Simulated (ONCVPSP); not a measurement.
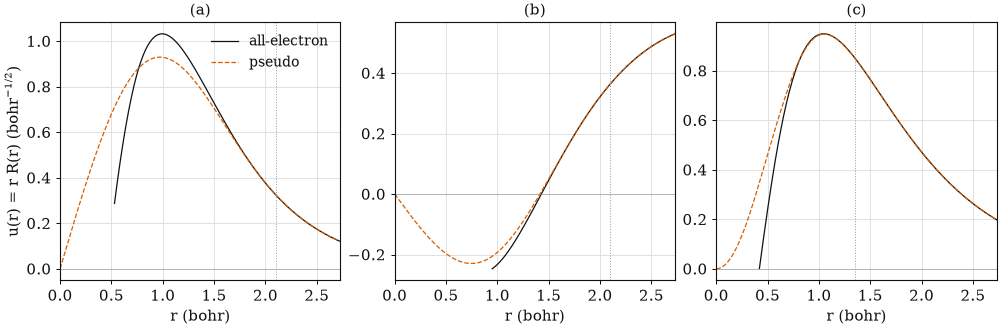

All-electron valence functions (solid) with their pseudo partners (dashed). Dotted lines mark the matching radii. The all-electron curves start outside the innermost oscillations, which aren't drawn.

ONCVPSP 4.0.1, LDA (Perdew-Wang 92), scalar-relativistic. The levels are (a) -48.43 eV, (b) -5.12 eV, (c) -29.58 eV.

> Identify the atom and the shell in each panel.

Calcium (Ca), core [Ne], valence 3s2 3p6 4s1.75 (charge +0.25): (a) 3s, (b) 4s, (c) 3p.

> Are the pseudo-waves norm-conserving?

Yes. The ONCV scheme keeps the all-electron norm inside the radius.
